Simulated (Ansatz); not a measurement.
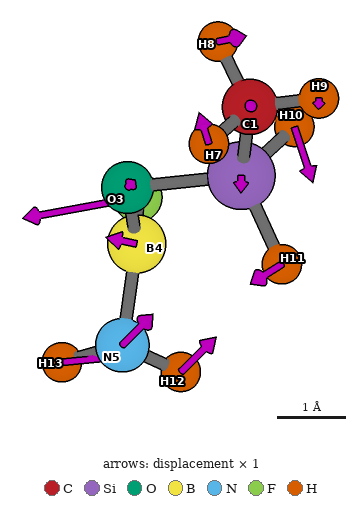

A relaxation of CH$_{7}$BFNOSi. The starting structure is drawn; purple arrows show the displacements, at their true length. The two geometries are superimposed by the best rigid fit.

A ball-and-stick model, seen from a free direction.

The run prepares an end point of a later path (torsion) calculation, from a guessed geometry.

The calculation used RKS PBE/STO-3G (Ansatz). (no spin polarisation; force threshold 0.015 eV/Å; at most 40 steps)

Atoms of which element are displaced furthest, and by how much?

Fluorine: up to 1.95 Å, against 1.16 Å for hydrogen.

Describe the change and its energy.

The energy falls by 45.2 kcal/mol in 37 accepted moves (39 points after the start). Largest force component: 3.3 eV/Å at the start, 0.0067 eV/Å at the end. The line search rejected the trial steps at points 18, 35 of the run. The forces were under the threshold at step 16, but the run went on from there. The F atom moves most after the best rigid fit: 1.95 Å. Largest moves by element: F 1.95 Å, H 1.16 Å, N 0.84 Å, B 0.49 Å, Si 0.29 Å, O 0.22 Å. Near-neighbour distances that change, for instance: B–F 1.462 → 1.347 Å, B–O 1.497 → 1.388 Å, B–N 1.507 → 1.439 Å, H–N 1.103 → 1.043 Å. Bond angles that change, for instance: B–N–H 102.8° → 125.6°, Si–O–B 101.5° → 121.5°, B–N–H 107.8° → 122.5°. Groups turn about B–O by about 90°. The run took 110 s on 1 thread of Intel(R) Xeon(R) Platinum 8488C (Sapphire Rapids), on a shared host, peak memory 0.23 GiB.

Limits of the set-up: STO-3G is a minimal basis, so the numbers are rough.
